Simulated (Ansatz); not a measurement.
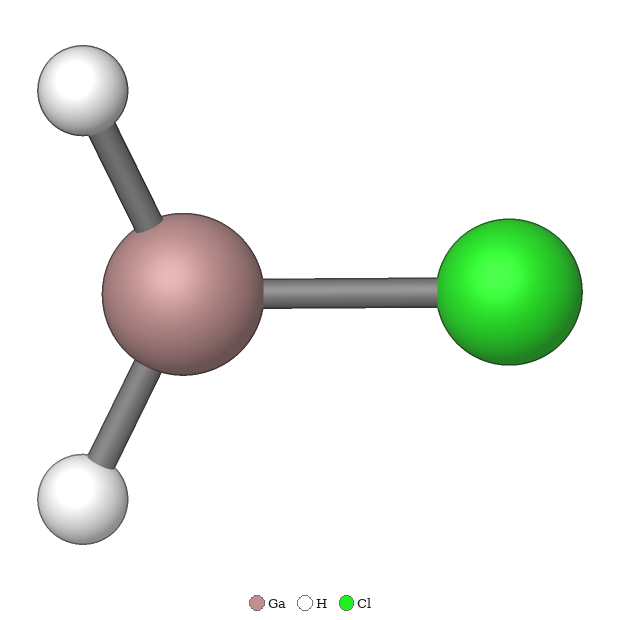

Ball-and-stick drawing of a structure.

The geometry was computed by an optimisation with PBE0-D4/def2-TZVP.

Which formula does it have?

Answer. ClGaH₂, 4 atoms: 1 chlorine, 1 gallium and 2 hydrogen.

Count the bonded pairs by element.

Answer. 2 Ga–H, 1 Cl–Ga. Sticks follow a distance rule.

Give the symmetry (Schoenflies symbol).

Answer. C2v.

How many sets of symmetry-equivalent atoms are there?

Answer. 3: 1 Ga, 2 H, 1 Cl.

More results for the same structure follow; atom numbers are the same in all pictures, views and colours differ.

**Geometry**

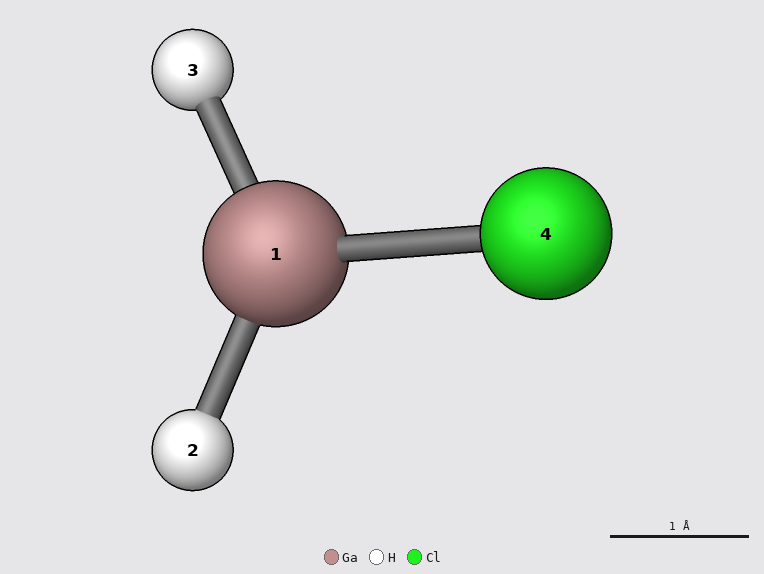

The atoms are numbered.

What is the geometry at Ga1?

Answer. Ga1 has 3 neighbours (H2 at 1.56, H3 at 1.56, Cl4 at 2.15 Å); the arrangement is trigonal planar.

**Charges**

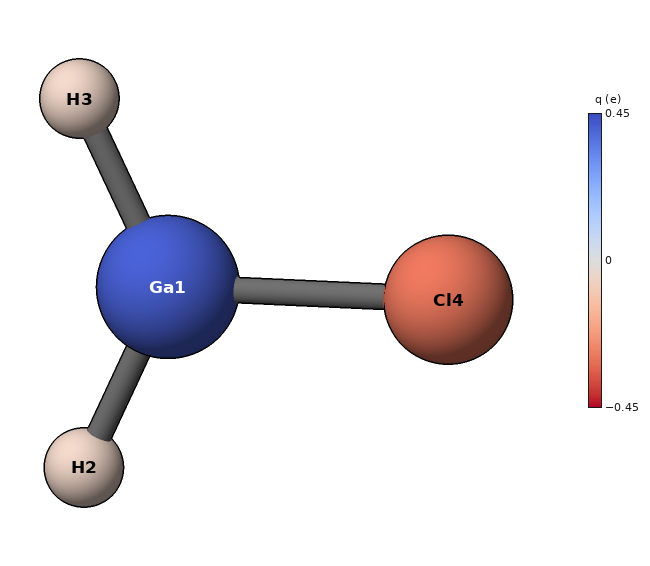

Atoms are coloured by their Mulliken charges. Properties computed with RKS PBE0-D4/def2-TZVP (Ansatz 0.2.0).

Give the Mulliken charges atom by atom.

| atom | value (e) |
| --- | --- |
| Ga1 | 0.41 |
| H2 | −0.06 |
| H3 | −0.06 |
| Cl4 | −0.30 |

**Electronic properties**

Level of theory: RKS PBE0-D4/def2-TZVPP (Ansatz 0.2.0).

What is the HOMO energy (Kohn–Sham orbital)?

Answer. −8.45 eV.

Estimate the LUMO energy (Kohn–Sham orbital).

Answer. −1.83 eV.

**Thermal motion**

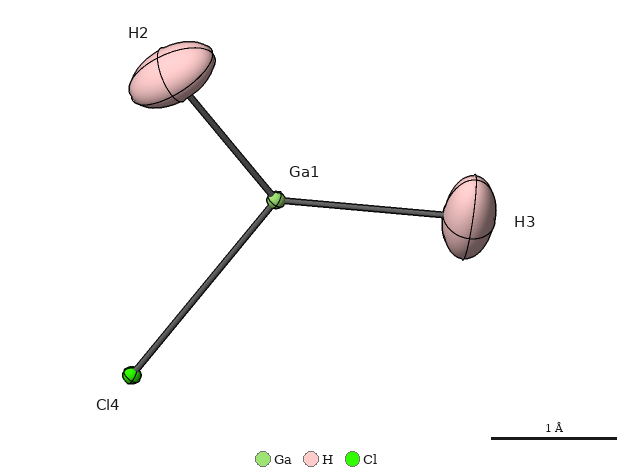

Displacement ellipsoids at the 50 % level, enlarged 1.5 times, from the internal vibrations of the free molecule (harmonic, no overall translation or rotation; no half-axis is drawn under 0.075 Å). Vibrations computed with RKS PBE0-D4/def2-TZVP (Ansatz 0.2.0). Temperature: 200 K.

Which atom has the largest mean-square displacement?

Answer. H2, H3, with U_eq = 0.0164 Å².

Does H3 move more along its bond or across it?

Answer. Across it: the root-mean-square amplitude is 0.090 Å along the bond and up to 0.167 Å across, since bending and torsion are softer than stretching.

Give the displacement parameters, one line for each set of equivalent atoms.

| atom | U_eq (Å²) | rms amplitudes (Å) |
| --- | --- | --- |
| Ga1 | 0.00009 | 0.004, 0.005, 0.015 |
| H2, H3 | 0.0164 | 0.090, 0.115, 0.167 |
| Cl4 | 0.00029 | 0.002, 0.005, 0.029 |

Mulliken values depend strongly on the basis set and can even reverse the polarity of a bond.
